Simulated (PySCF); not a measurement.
# SiH2ClO (SMILES O[SiH]Cl): UB3LYP/STO-3G

What is the vertical doublet–quartet gap of SiH2ClO at UB3LYP/STO-3G? The job is set up through a Python script.

The results are computed with PySCF 2.14.0.

7 further runs of the same task are left out: 1 that didn't finish, 6 set aside as unsound or not needed.

### Step 1. Starting point

SiH2ClO has 5 atoms, charge 0, and is taken as a doublet. SMILES: `O[SiH]Cl`. Geometry: relaxed at PBE0-D4/def2-TZVP. This is one conformer, not always the lowest.

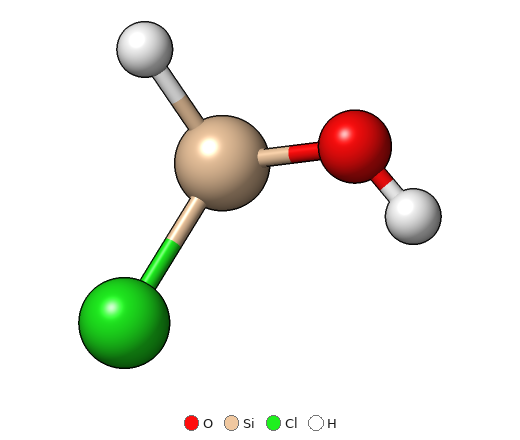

Viewed from a chosen angle; oxygen red, silicon light orange, chlorine green, hydrogen white.

### Step 2. The energy at UB3LYP/STO-3G

run.py reads:

```python
# O[SiH]Cl
from pyscf import gto, dft

mol = gto.Mole()
mol.atom = '''
O     -1.523308    -0.816362    -1.410681
Si    -0.174422     0.906691     0.782347
Cl     3.036034    -0.832991     2.161091
H     -1.935269    -2.538280    -1.020452
H      0.597153     3.281131    -0.512305
'''
mol.spin = 1
mol.charge = 0
mol.max_memory = 1860
mol.unit = 'bohr'
mol.verbose = 3
mol.basis = 'sto-3g'
mol.build()

mf = dft.UKS(mol, xc='b3lyp')
mf.conv_tol = 1e-10
mf.grids.level = 5
mf.kernel()
if not mf.converged:
    mf = mf.newton().run(mf.mo_coeff, mf.mo_occ)

energy = mf.e_tot
print(f'total energy: {energy:.8f} hartree')
```

On the command line:

```console
OMP_NUM_THREADS=1 python run.py
```

Standard output:

```text
WARN: HOMO -0.14981086259342 >= LUMO -0.149810862593421

converged SCF energy = -816.68998498187  <S^2> = 0.75119256  2S+1 = 2.0011922
total energy: -816.68998498 hartree
```

Run time: 7.5 s. Hardware: 1 thread of Arm Neoverse V1, shared host; peak memory 0.23 GiB.

### Step 3. The quartet

geometry.xyz reads:

```xyz
5
ClH2OSi
O     -0.806100    -0.432000    -0.746500
Si    -0.092300     0.479800     0.414000
Cl     1.606600    -0.440800     1.143600
H     -1.024100    -1.343200    -0.540000
H      0.316000     1.736300    -0.271100
```

input.py reads:

```python
from pyscf import gto, dft

mol = gto.Mole()
mol.atom = 'geometry.xyz'
mol.basis = 'sto-3g'
mol.spin = 3
mol.verbose = 3
mol.max_memory = 1860
mol.charge = 0
mol.build()

myscf = dft.UKS(mol)
myscf.xc = 'b3lyp'
myscf.conv_tol = 1e-10
myscf.grids.level = 5
myscf.kernel()
if not myscf.converged:
    myscf = myscf.newton().run(myscf.mo_coeff, myscf.mo_occ)

e_tot = myscf.e_tot
print(f'total energy: {e_tot:.8f} hartree')
```

On the command line:

```console
OMP_NUM_THREADS=1 python input.py
```

Standard output:

```text
WARN: HOMO 0.0981393092424408 >= LUMO -0.398713696755169

WARN: HOMO 0.1787667276126 >= LUMO 0.0116737789871569

WARN: HOMO 0.16573073757097 >= LUMO -0.131980642943408

WARN: HOMO 0.156777310559137 >= LUMO -0.13904072095021

WARN: HOMO 0.152542456846236 >= LUMO -0.152835422148522

WARN: HOMO 0.155827253800598 >= LUMO -0.147422400254178

WARN: HOMO 0.15294182680589 >= LUMO -0.146512837849093

WARN: HOMO 0.155019630467372 >= LUMO -0.144072073108913

WARN: HOMO 0.154798463619338 >= LUMO -0.142891227271948

WARN: HOMO 0.154091927581082 >= LUMO -0.14321346859526

WARN: HOMO 0.153823066693454 >= LUMO -0.141589144335446

WARN: HOMO 0.15341186383063 >= LUMO -0.141467530044051

WARN: HOMO 0.152531244097303 >= LUMO -0.14020156293021

WARN: HOMO 0.152641595246232 >= LUMO -0.140966828878876

WARN: HOMO 0.152654095045501 >= LUMO -0.141666894558569

WARN: HOMO 0.152662668533477 >= LUMO -0.141844102121637

WARN: HOMO 0.152683168526468 >= LUMO -0.141974256591712

WARN: HOMO 0.152679795862684 >= LUMO -0.141923652867771

WARN: HOMO 0.152675606013187 >= LUMO -0.141884771455934

WARN: HOMO 0.152672514778862 >= LUMO -0.141841021123039

WARN: HOMO 0.152671823057077 >= LUMO -0.14182670107445

WARN: HOMO 0.152671333402658 >= LUMO -0.141826031593622

WARN: HOMO 0.152671538158195 >= LUMO -0.141825768841899

WARN: HOMO 0.152671468396029 >= LUMO -0.141825474048838

converged SCF energy = -816.342006940737  <S^2> = 3.750906  2S+1 = 4.000453
total energy: -816.34200694 hartree
```

It took 13 s on 1 thread of Arm Neoverse V1, shared host; peak memory 0.23 GiB.

### Step 4. Results

At UB3LYP/STO-3G:

```
                                        quantity          value
                           doublet: total energy  -816.68998 Eh
                          doublet: dipole moment         2.60 D
     doublet: HOMO energy (highest over α and β)       -2.99 eV
      doublet: LUMO energy (lowest over α and β)        0.16 eV
                                   doublet: ⟨S²⟩          0.751
                           quartet: total energy  -816.34201 Eh
                          quartet: dipole moment         3.28 D
                                   quartet: ⟨S²⟩          3.751
vertical energy of the quartet above the doublet       9.469 eV
```

**Reading.** At this shape the quartet lies 9.47 eV (218 kcal/mol) above the doublet. In a minimal basis such a difference can be off by several eV, whatever the method.
